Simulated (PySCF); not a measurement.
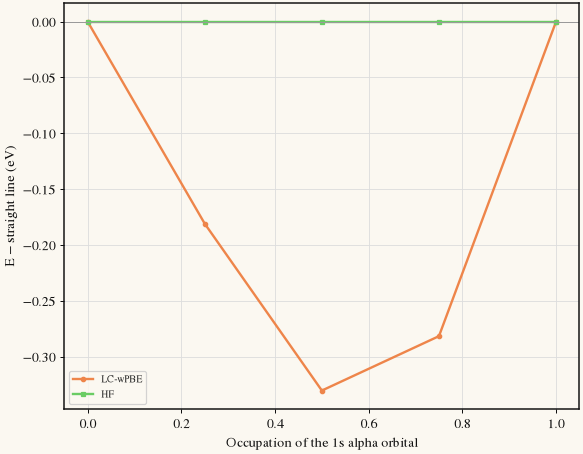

One 1s alpha orbital of neutral hydrogen (1s) is emptied in steps. The plot gives the energy less the straight line between the integer ends. PySCF, def2-SVP, non-relativistic, unrestricted single determinants, no spin-orbit coupling.

Question: Describe the curvature of each method.

Answer: LC-wPBE: S-shaped, concave at low filling and convex at high, largest departure −0.33 eV, removal energy 13.75 eV; HF: nearly straight, largest departure 0 eV, removal energy 13.59 eV. The NIST theoretical removal energy is 13.60 eV. The exact energy is a straight line between whole electron numbers.
